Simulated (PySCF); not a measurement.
## Electronic structure of CH5SeSi (SMILES C[SiH]=[SeH+]) (charge +1) in real space

The calculation's input:

```
from pyscf import gto, dft

system = gto.Mole()
system.atom = 'geometry.xyz'
system.max_memory = 3720
system.basis = 'def2-tzvpd'
system.verbose = 3
system.charge = 1
system.build()

mf = dft.RKS(system, xc='pbe0')
mf = mf.density_fit(auxbasis='def2-universal-jkfit')
mf.max_cycle = 100
mf.grids.level = 3
mf.conv_tol = 1e-09
mf.kernel()
if not mf.converged:
    mf = mf.newton().run(mf.mo_coeff, mf.mo_occ)

energy = mf.e_tot
print('Final energy', energy)
grad = mf.nuc_grad_method().kernel()
dip = mf.dip_moment()
pop, q = mf.mulliken_pop()
```

Run with:

```sh
OMP_NUM_THREADS=2 python job.py
```

Geometry: PBE0-D4/def2-SVP.

The calculation used Gaussian-basis quantum chemistry of an isolated molecule with PySCF, energy and nuclear gradient, functional PBE0 (PySCF).

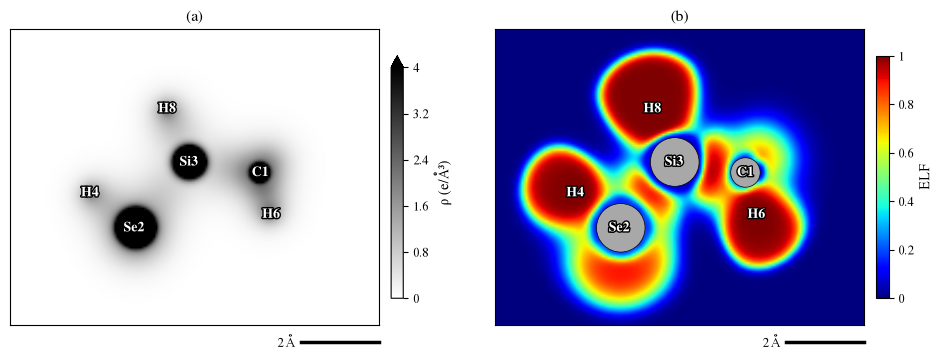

Figure 1. (a) total electron density; (b) ELF on the plane of atoms Si3, Se2 and H4. Grey discs cover the atomic cores in the ELF map.

Question: What do the fields say about this system?

Answer: The plane passes through C, Se, Si and H nuclei. C–Si (1.83 Å): the density is about 1 e/Å³ at the midpoint; the ELF peaks at about 0.95 between the atoms (a covalent bond). Si–Se (2.18 Å): ρ is about 0.84 e/Å³ halfway; the ELF peaks at about 0.90 between the atoms, as expected for localised, covalent bonding. C–H (1.10 Å): the density is about 2 e/Å³ at the midpoint; the ELF climbs to about 1 towards the hydrogen, as it does in any bond to H; an ordinary covalent bond to hydrogen. Se–H (1.48 Å): the density is about 1.4 e/Å³ at the midpoint; the ELF climbs to about 1 towards the hydrogen. Si–H (1.48 Å): the density is about 0.86 e/Å³ at the midpoint; the ELF climbs to about 1 towards the hydrogen. The ELF also peaks beside Se2, away from the bonds: lone-pair regions.

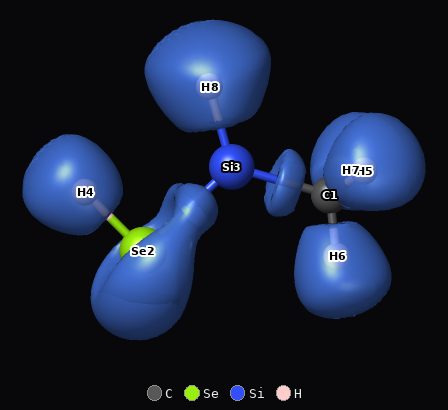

Figure 2. Isosurface of the ELF at 0.8 (blue), seen across its widest extent. Only the valence region is drawn (cores and ρ < 0.01 e/Å³ removed).

Question: Identify the bonds, lone pairs and shells in this picture.

Answer: At this value the surface marks out one region between bonded C–Si atoms (shared pairs), five regions around hydrogen nuclei and one region on Se in which the atom's valence shell and bonds are merged.

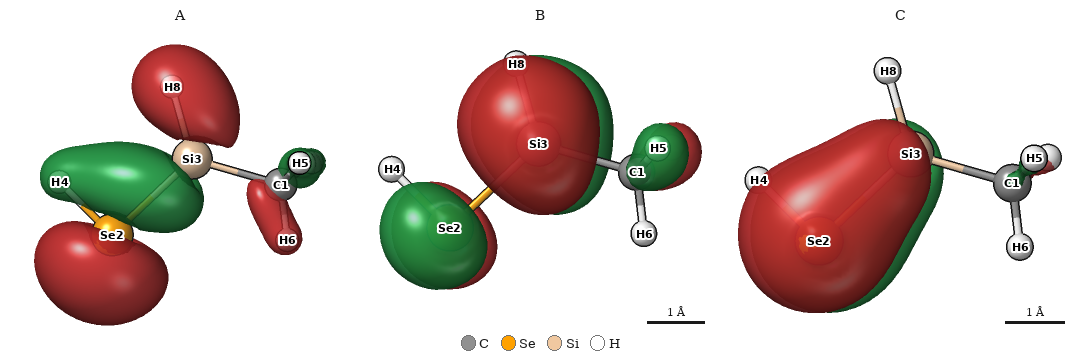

Figure 3. Three frontier orbitals at ±0.1 Å⁻³ᐟ² (green and red are the two phases), in no order.

Question: Which picture is the HOMO−1, the HOMO and the LUMO?

Answer: A is the HOMO−1 (−14.96 eV). It lies mainly on Se2 (about 60 %), Si3 (about 20 %) and H8 (about 10 %). C is the HOMO (−13.51 eV). By Hirshfeld shares it lies mainly on Se2 (about 75 %) and Si3 (about 20 %). B is the LUMO (−7.93 eV). Its weight (Hirshfeld) is mainly on Si3 (about 60 %) and Se2 (about 25 %).

Question: What is the HOMO–LUMO gap?

Answer: 5.58 eV between the orbital energies.
